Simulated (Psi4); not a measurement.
# HO2 (hydroperoxy): UM06-2X/def2-TZVPPD

What is the vertical electron affinity of HO2 (hydroperoxy) at UM06-2X/def2-TZVPPD? 

The results are computed with Psi4 1.11.

1 further run of the same task is left out (set aside as unsound or not needed).

### Step 1. The system as given

HO2 has 3 atoms, charge 0, and is taken as a doublet. SMILES: `[O]O`. Geometry: relaxed at PBE0-D4/def2-TZVP.

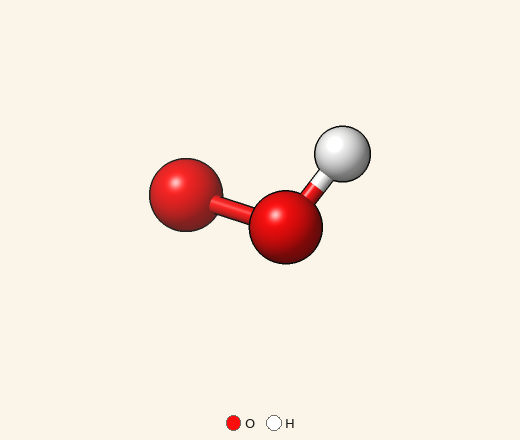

The structure, seen from a chosen angle (oxygen red, hydrogen white).

### Step 2. Energy and gradient at UM06-2X/def2-TZVPPD

Input file ho2.in:

```
memory 2200 mb

molecule {
  0 2
  O     -0.355150     0.941950    -0.088650
  O     -0.244540    -0.359400    -0.172440
  H      0.599690    -0.582550     0.261090
  symmetry c1
  no_reorient
  no_com
}

set {
  basis                def2-TZVPPD
  reference            uks
  puream               true
  e_convergence        1e-09
  d_convergence        1e-08
  scf_type             pk
  dft_radial_points    99
  dft_spherical_points 590
  maxiter              100
}

E, wfn = gradient('m06-2x', return_wfn=True)
oeprop(wfn, 'DIPOLE', 'QUADRUPOLE', 'WIBERG_LOWDIN_INDICES', title='M06-2X')
print_variables()
```

The run is started by

```bash
$ psi4 -n 1 ho2.in ho2.out
```

ho2.out:

```text
[...]
  Running in c1 symmetry.
[...]
  Nuclear repulsion =   32.530556905833272
[...]
  Multiplicity = 2
[...]
  Nalpha       = 9
  Nbeta        = 8
[...]
    Number of basis functions: 97
[...]
   @UKS iter   1:  -150.87215716702178   -4.77706e-01   3.05302e-03 ADIIS/DIIS
[...]
   @UKS iter  12:  -150.91061377081959   -2.55227e-11   7.33445e-09 DIIS
[...]
   @S^2 Observed:                7.552779129E-01
[...]
    Orbital Energies [Eh]
    ---------------------
    Alpha Occupied:
       1A    -19.758046     2A    -19.719221     3A     -1.349996
       4A     -0.995539     5A     -0.662984     6A     -0.603880
       7A     -0.579164     8A     -0.393083     9A     -0.392208
    Alpha Virtual:
      10A      0.006784    11A      0.044901    12A      0.073699
      13A      0.075029    14A      0.108699    15A      0.118660
      16A      0.118941    17A      0.169271    18A      0.187356
      19A      0.197263    20A      0.253960    21A      0.267529
      22A      0.294098    23A      0.406797    24A      0.425194
      25A      0.428428    26A      0.473502    27A      0.491496
[...]
  @UKS Final Energy:  -150.91061377081959
   => Energetics <=
    Nuclear Repulsion Energy =             32.5305569058332722
    One-Electron Energy =                -271.7333532194534200
    Two-Electron Energy =                  96.6494258898013925
    DFT Exchange-Correlation Energy =      -8.3572433470008551
    Empirical Dispersion Energy =           0.0000000000000000
    VV10 Nonlocal Energy =                  0.0000000000000000
    Total Energy =                       -150.9106137708196229
[...]
  -Total Gradient:
     Atom            X                  Y                   Z
    ------   -----------------  -----------------  -----------------
       1       -0.000227893140     0.003193955740     0.000229302283
       2       -0.002086318680    -0.002646227504    -0.001424769211
       3        0.002313212427    -0.000548770554     0.001194809330
[...]
 Multipole Moments:
 ------------------------------------------------------------------------------------
     Multipole            Electronic (a.u.)      Nuclear  (a.u.)        Total (a.u.)
 ------------------------------------------------------------------------------------
 L = 1.  Multiply by 2.5417464519 to convert [e a0] to [Debye]
 Dipole X            :          8.5630711           -7.9327490            0.6303221
 Dipole Y            :         -8.2370116            7.7060197           -0.5309919
 Dipole Z            :          3.7371333           -3.4537202            0.2834131
 Magnitude           :                                                    0.8715396
 L = 2.  Multiply by 1.3450342976 to convert [e a0^2] to [Debye ang]
 Quadrupole XX       :        -14.6013356            6.5960380           -8.0052975
 Quadrupole XY       :          7.7565404           -8.2938564           -0.5373160
[...]
```

Run time: 81 s. Hardware: 1 thread of Intel Xeon at 2.50GHz (Skylake/Cascade Lake), shared host; peak memory 0.94 GiB.

### Step 3. The singlet anion: the energy at M06-2X/def2-TZVPPD

Input file calc.py:

```python
import psi4

psi4.set_memory('2200 MB')
psi4.set_num_threads(1)
psi4.core.set_output_file('output.dat', False)

m = psi4.geometry("""
-1 1
O     -0.355150     0.941950    -0.088650
O     -0.244540    -0.359400    -0.172440
H      0.599690    -0.582550     0.261090
symmetry c1
""")

psi4.set_options({
    'basis': 'def2-TZVPPD',
    'puream': True,
    'e_convergence': 1e-09,
    'd_convergence': 1e-08,
    'scf_type': 'pk',
    'dft_radial_points': 99,
    'dft_spherical_points': 590,
})

result, w = psi4.energy('m06-2x', return_wfn=True)
psi4.oeprop(w, 'QUADRUPOLE', 'MAYER_INDICES', 'DIPOLE')
print(f'm06-2x energy: {result:.10f} Eh')
```

The run is started by

```bash
$ python calc.py
```

output.dat:

```text
[...]
  Running in c1 symmetry.
[...]
  Nuclear repulsion =   32.530556905833272
[...]
  Multiplicity = 1
[...]
  Nalpha       = 9
  Nbeta        = 9
[...]
    Number of basis functions: 97
[...]
   @RKS iter   1:  -150.73496629414666   -3.40515e-01   6.74683e-03 ADIIS/DIIS
[...]
   @RKS iter  12:  -150.92804891021279   -3.04681e-11   8.92327e-09 DIIS
[...]
    Orbital Energies [Eh]
    ---------------------
    Doubly Occupied:
       1A    -19.400265     2A    -19.297140     3A     -0.976714
       4A     -0.616671     5A     -0.313281     6A     -0.218873
       7A     -0.218475     8A     -0.013903     9A      0.021506
[...]
  @RKS Final Energy:  -150.92804891021279
   => Energetics <=
    Nuclear Repulsion Energy =             32.5305569058332722
    One-Electron Energy =                -277.8009201014163523
    Two-Electron Energy =                 102.8701949148196917
    DFT Exchange-Correlation Energy =      -8.5278806294493936
    Empirical Dispersion Energy =           0.0000000000000000
    VV10 Nonlocal Energy =                  0.0000000000000000
    Total Energy =                       -150.9280489102127945
[...]
 Multipole Moments:
 ------------------------------------------------------------------------------------
     Multipole            Electronic (a.u.)      Nuclear  (a.u.)        Total (a.u.)
 ------------------------------------------------------------------------------------
 L = 1.  Multiply by 2.5417464519 to convert [e a0] to [Debye]
 Dipole X            :         -0.3126697            0.8880226            0.5753528
 Dipole Y            :         -0.1074115           -0.7976444           -0.9050560
 Dipole Z            :          0.0000000           -0.0000000            0.0000000
 Magnitude           :                                                    1.0724538
 L = 2.  Multiply by 1.3450342976 to convert [e a0^2] to [Debye ang]
 Quadrupole XX       :        -13.2585653            3.3040888           -9.9544765
 Quadrupole XY       :          3.2012875           -3.9949225           -0.7936350
[...]
```

On the terminal:

```text
m06-2x energy: -150.9280489102 Eh
```

It took 41 s on 1 thread of Intel Xeon at 2.50GHz (Skylake/Cascade Lake), shared host; peak memory 0.95 GiB.

### Step 4. Results

At UM06-2X/def2-TZVPPD:

```
                                                            quantity          value
                                           doublet HO2: total energy  -150.91061 Eh
                                          doublet HO2: dipole moment         2.22 D
                     doublet HO2: HOMO energy (highest over α and β)       -9.91 eV
                      doublet HO2: LUMO energy (lowest over α and β)       -1.91 eV
                                                   doublet HO2: ⟨S²⟩          0.755
                               doublet HO2: largest force on an atom     0.188 eV/Å
                                         singlet anion: total energy  -150.92805 Eh
                                          singlet anion: HOMO energy        0.59 eV
                                          singlet anion: LUMO energy        5.01 eV
singlet anion: HOMO–LUMO gap (to an unbound level, set by the basis)        4.42 eV
                   vertical electron affinity (to the singlet anion)       0.474 eV
```

At fixed nuclei the extra electron is bound by 0.47 eV (45.8 kJ/mol). The HOMO (singlet anion) lies at positive energy, 0.59 eV; only total energies tell whether the electron is bound.
